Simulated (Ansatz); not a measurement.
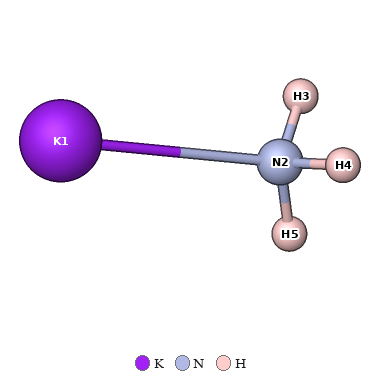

The system is H3KN, charge +1; the picture shows the reference structure. The first coordinate is: separation of N2 and K1 along their line in the relaxed pair; the second: sideways slip of K1. Nothing is relaxed (both partners rigid). The grid has 15 × 15 points. Points are written as (first, second). Energies: kJ/mol, counted from the lowest grid point. Theory: RKS BHLYP-D4/def2-TZVPD (Ansatz 0.2.0).

Its coordinates:

```xyz
5

K    -0.0048    0.0163   -2.4739
N     0.0006   -0.0021    0.3215
H     0.9279    0.0348    0.7159
H    -0.4961    0.7778    0.7236
H    -0.4276   -0.8269    0.7129
```

Range: separation of N2 and K1 along their line in the relaxed pair from 2.348 to 4.348 Å; sideways slip of K1 from −2.200 to 2.200 Å.

> What landscape does the calculation give?

The lowest grid point is at (2.821 Å, 0.000 Å). No other kind of well shows on this grid. The highest grid point, (4.348 Å, 2.200 Å), lies 58.5 kJ/mol above the lowest. Round the minimum the two coordinates are nearly uncoupled.

```csv
"second ↓, first →",2.348,2.398,2.479,2.580,2.694,2.821,2.959,3.106,3.262,3.426,3.597,3.775,3.960,4.151,4.348
2.200,29.9,29.2,28.3,28.4,29.7,31.8,34.5,37.4,40.6,43.8,47.0,50.1,53.1,55.9,58.5
1.886,23.2,23.3,23.2,22.8,22.3,23.4,26.0,29.5,33.3,37.4,41.3,45.2,48.9,52.3,55.4
1.571,16.3,16.0,16.0,16.5,17.0,17.2,18.5,21.8,26.1,30.9,35.6,40.3,44.7,48.7,52.4
1.257,13.4,11.9,10.5,10.1,10.8,12.0,13.2,15.3,19.5,24.8,30.3,35.6,40.7,45.4,49.6
0.943,16.0,12.4,8.6,6.2,5.7,6.8,8.8,10.7,14.1,19.5,25.6,31.6,37.3,42.5,47.2
0.629,23.1,17.0,9.9,4.9,2.6,2.9,5.0,7.5,10.4,15.6,21.9,28.4,34.6,40.3,45.4
0.314,30.9,22.5,12.6,5.2,1.3,0.7,2.6,5.4,8.3,13.1,19.6,26.4,32.9,38.8,44.2
0.000,34.2,24.9,13.9,5.5,1.0,0.0,1.7,4.7,7.6,12.3,18.9,25.7,32.3,38.3,43.8
−0.314,30.9,22.5,12.6,5.2,1.3,0.7,2.6,5.4,8.3,13.1,19.6,26.4,32.9,38.8,44.2
−0.629,23.1,17.0,9.9,4.8,2.6,2.9,5.0,7.5,10.4,15.6,21.9,28.4,34.6,40.3,45.4
−0.943,15.9,12.4,8.5,6.1,5.7,6.8,8.8,10.7,14.1,19.5,25.6,31.6,37.3,42.5,47.2
−1.257,13.3,11.8,10.5,10.1,10.8,12.0,13.1,15.2,19.5,24.8,30.2,35.6,40.7,45.4,49.6
−1.571,16.2,15.9,15.9,16.4,16.9,17.2,18.5,21.7,26.1,30.8,35.6,40.3,44.7,48.7,52.4
−1.886,23.1,23.1,23.1,22.6,22.2,23.3,26.0,29.5,33.3,37.3,41.3,45.2,48.9,52.3,55.4
−2.200,29.6,28.9,28.2,28.3,29.6,31.8,34.4,37.4,40.5,43.8,47.0,50.1,53.1,55.9,58.4
```

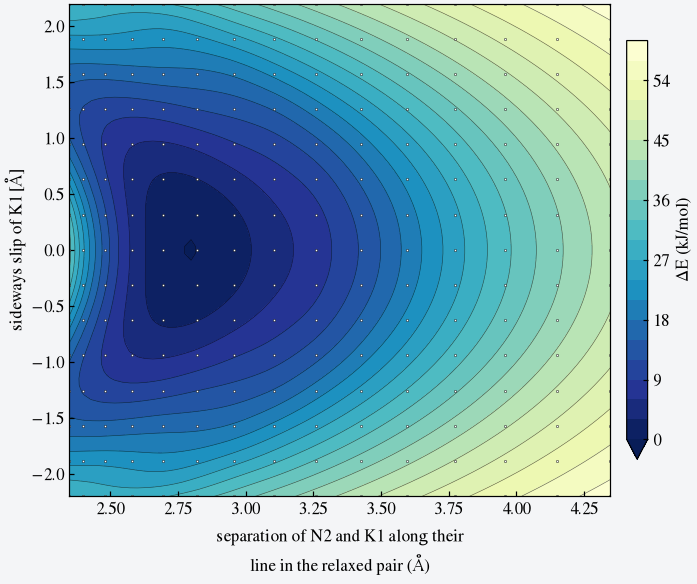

The picture shows filled contours, dots at the grid points. Between grid points the surface is interpolated.

Each point was launched as `ansatz run input.yaml --threads 1 --pin off --max-ram 2560MiB --backend cpu --events-out ev --progress --plain --runs-dir out`. The whole map (225 points run) took 10 min on 1 thread of Arm Neoverse V1, on a shared host.
